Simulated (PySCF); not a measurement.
Molecule: Te(OH)(NH2), SMILES N[Te]O. Atoms near the plane z = 0.0 Å, at the CAM-B3LYP/def2-SVP optimised geometry (x, y, z in Å): Te1 (-1.0, -1.1, 0.0), O2 (-1.4, 0.8, 0.0), H3 (-1.5, 1.1, 0.9), N4 (1.0, -1.1, 0.0), H5 (1.5, -0.8, 0.8), H6 (1.5, -0.7, -0.8).

Computed with CAM-B3LYP/def2-TZVP, def2 effective core potentials past Kr run with PySCF. The core electrons that the potentials of Te replace are not part of the density. Cells within 0.4 Å of a nucleus heavier than hydrogen are left out (blank, or x). The values are rescaled to run from 0 to 1.

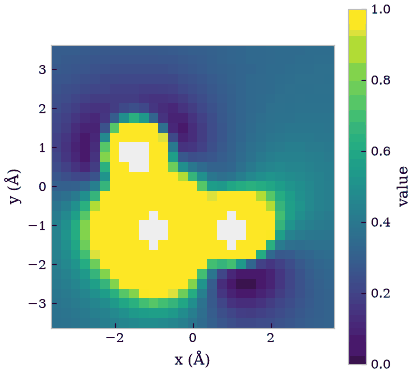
a field on the plane z = 0.0 Å.

Problem. Which quantity is mapped?
(A) electron localisation function
(B) electrostatic potential
(C) an orbital amplitude
(D) log10 of the electron density

Solution. B, electrostatic potential. In full: electrostatic potential (hartree/e), clipped to [-0.08, 0.12].
